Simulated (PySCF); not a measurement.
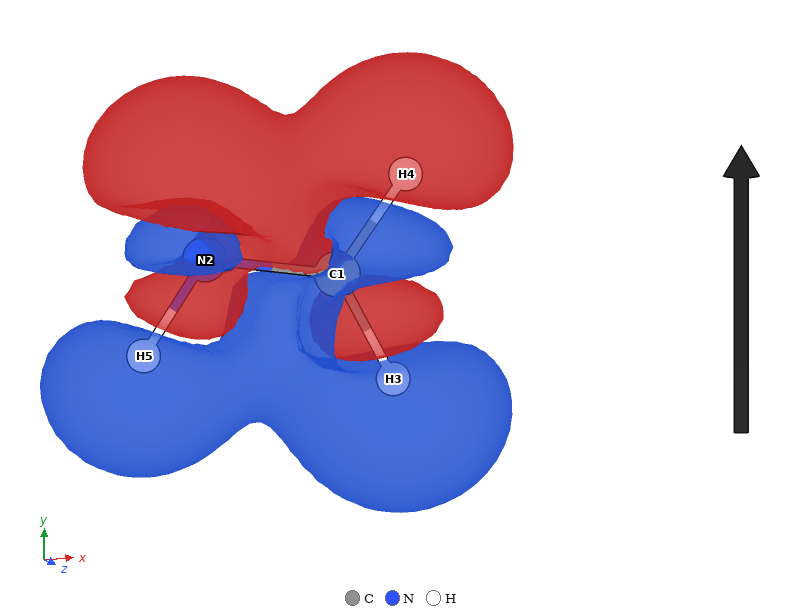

CH$_{3}$N, SMILES `C=N`. Change of the electron density in a uniform field of 0.41 V/Å along +y (arrow), surfaces at ±0.0015 e/Å³ (blue: gain, red: loss).

Level of theory: PBE/6-311+G** (PySCF), at a geometry from GFN2-xTB. No frequency check shows the geometry to be a minimum. The basis has diffuse s and p functions alone, which still leaves polarisabilities too small, most of all across bonds.

The calculation's input:

```python
import numpy as np
from pyscf import gto, scf, dft
from pyscf.scf import atom_ks, atom_hf
from scipy.linalg import block_diag

def solve(mol, dm0=None, hcore=None):
    mf = (dft.UKS if mol.spin else dft.RKS)(mol, xc='pbe')
    mf.grids.level = 3
    mf = mf.density_fit(auxbasis='def2-universal-jkfit')
    mf.conv_tol, mf.max_cycle = 1e-8, 80
    if hcore is not None:
        mf.get_hcore = lambda *args: hcore
    mf.kernel(dm0)
    if not mf.converged:
        mf = mf.newton().run(mf.mo_coeff, mf.mo_occ, max_cycle=30)
    assert mf.converged, 'SCF not converged'
    return mf

mol = gto.M(atom='''
C      0.58111    -0.03135     0.00000
N     -0.65442     0.14804     0.00000
H      1.10085    -0.99585     0.00000
H      1.21665     0.84609     0.00000
H     -1.22321    -0.69845     0.00000
''', basis='6-311+g**', charge=0, spin=0, verbose=4)
field = np.array([-0.0, -0.008, -0.0])  # atomic units
mol.set_common_orig(mol.atom_charges() @ mol.atom_coords() / mol.atom_charges().sum())
mf = solve(mol)
out = dict(dm0=mf.make_rdm1(), d0=mf.dip_moment(unit='AU'), e0=mf.e_tot)
for name, sign in (('p', 1), ('m', -1)):
    h = mf.get_hcore() + sign * np.einsum('x,xij->ij', field, mol.intor('int1e_r'))
    mi = solve(mol, mf.make_rdm1(), h)
    out.update({'dm' + name: mi.make_rdm1(), 'd' + name: mi.dip_moment(unit='AU'), 'e' + name: mi.e_tot})
# spherically averaged free atoms, for the promolecule
atm = atom_ks.get_atm_nrks(mol, xc='pbe')
pro = block_diag(*[(atm[a[0]][2] * atm[a[0]][3]) @ atm[a[0]][2].T for a in mol._atom])
np.savez('result.npz', pro=pro, **out)
```

Command:

```sh
OMP_NUM_THREADS=1 python input.py
```

The run took 6.9 s on 1 thread of Arm Neoverse V1 (shared host), peak memory 0.25 GiB.

Partitions, critical points and surface values were worked out afterwards from this run's density.

The field was applied in both directions; the picture shows the one opposite to the script's first.

### How large is the response?

The induced dipole is 0.41 D (along the field); α along this axis, from the fields in both directions, is 20 bohr³ (2.9 Å³).
